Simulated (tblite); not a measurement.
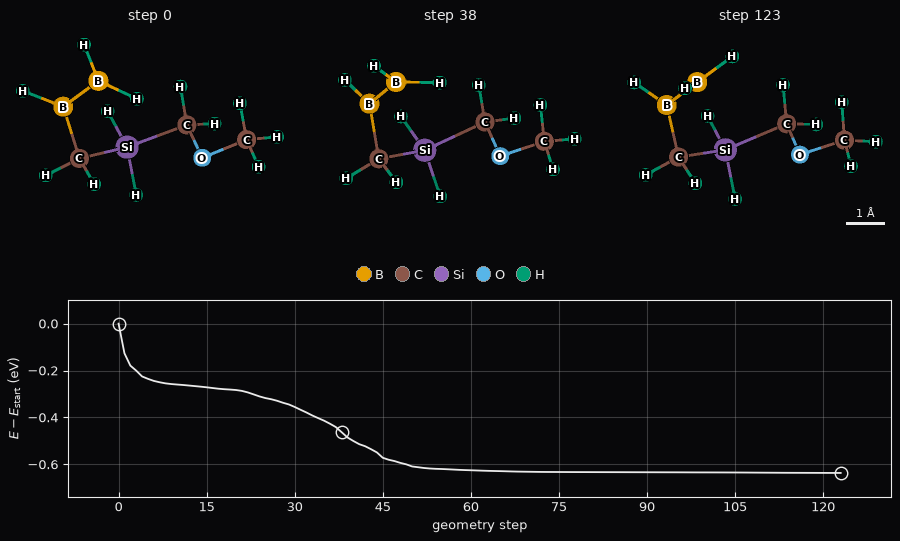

Frames of a relaxation of C₃H₁₂B₂OSi, marked on the history of the run. Style: ball-and-stick. Shown from a free direction.

Method: GFN2-xTB geometry optimisation, gas phase (tblite 0.8.0). 

### What happens along the run?

After 123 geometry steps the energy has fallen by 0.636 eV. An H atom moves most after the best rigid fit: 1.35 Å. By element the largest moves are H 1.35 Å, B 0.11 Å, O 0.11 Å, Si 0.09 Å, C 0.09 Å. Near-neighbour distances that change, for instance: C–Si 1.854 → 1.909 Å, B–C 1.612 → 1.569 Å, C–H 1.116 → 1.089 Å, B–B 1.653 → 1.627 Å. Bond angles that change, for instance: H–B–H 119.7° → 114.1°, Si–C–H 110.6° → 105.9°, B–C–H 108.1° → 112.8°. Groups turn about B–B by about 90°. The run took 1.5 s on 1 thread of Arm Neoverse N1 (shared host). From step 0 to 38: an H atom moves most (0.92 Å), energy −0.463 eV. From step 38 to 123: an H atom moves most (0.76 Å), energy −0.174 eV.
